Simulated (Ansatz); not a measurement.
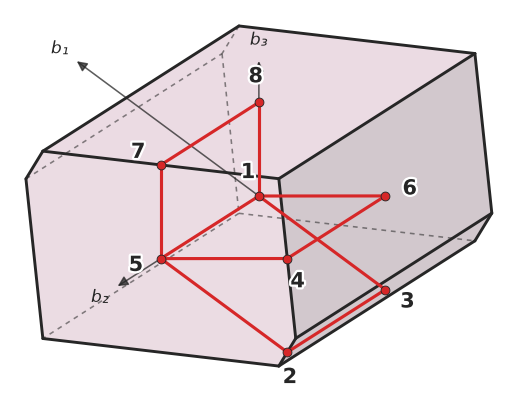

The first Brillouin zone of a primitive monoclinic lattice (mP; extended symbol mP1) is drawn with its special points numbered. Crystal: P₂HNF₄, the end point of a relaxation with DFT r2SCAN+D3(BJ), scalar-relativistic, plane waves, PAW (Ansatz 0.2.0). All values are computed from the atomic coordinates in the standard setting (tolerance 0.002 Å).

a = 8.328 Å, b = 4.594 Å, c = 13.690 Å, α = 90.00°, β = 120.79°, γ = 90.00°.

Labels and path follow the convention of Hinuma et al. (2017), as computed by seekpath; the arrows show the directions of the reciprocal primitive vectors b₁, b₂, b₃, in which coordinates are given.

### Give the label and coordinates of each numbered point.

```
no.  label       coordinates
  1      Γ         (0, 0, 0)
  2     C₂    (−1/2, 1/2, 0)
  3     Y₂      (−1/2, 0, 0)
  4      E  (−1/2, 1/2, 1/2)
  5      Z       (0, 1/2, 0)
  6      A    (−1/2, 0, 1/2)
  7      D     (0, 1/2, 1/2)
  8      B       (0, 0, 1/2)
```
